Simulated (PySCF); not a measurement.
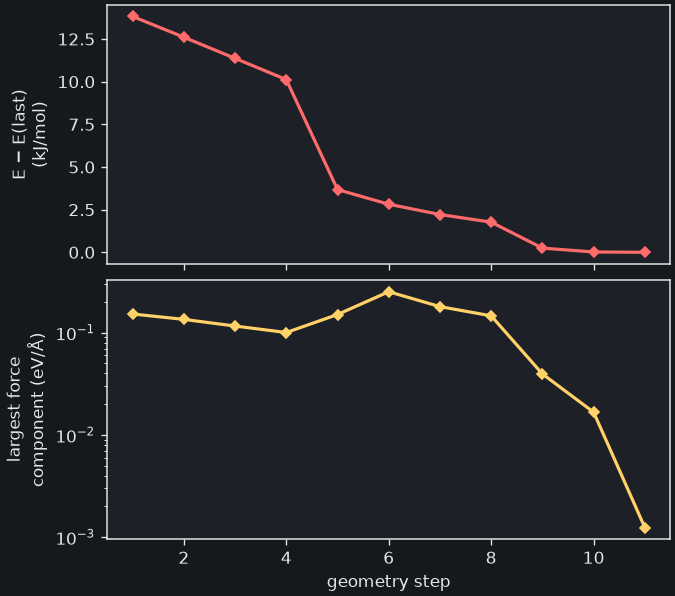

History of a geometry optimisation. The start has point group C2v, which is kept. A held symmetry can leave a saddle point.

- system: an isomer of formula Li3 molecule, multiplicity 2
- method: UKS-based PBE, Li def2-SVP; non-relativistic Hamiltonian; density fitting (PySCF 2.14.0)

How did the optimisation end?

Answer. The optimisation met its thresholds at geometry 11, counting the start as the first. The energy fell by about 14 kJ/mol from the first step to the last. The largest force component goes from about 0.15 eV/Å at the start to 1.2 × 10⁻³ eV/Å at the end, with a peak of 0.25 eV/Å at step 6.
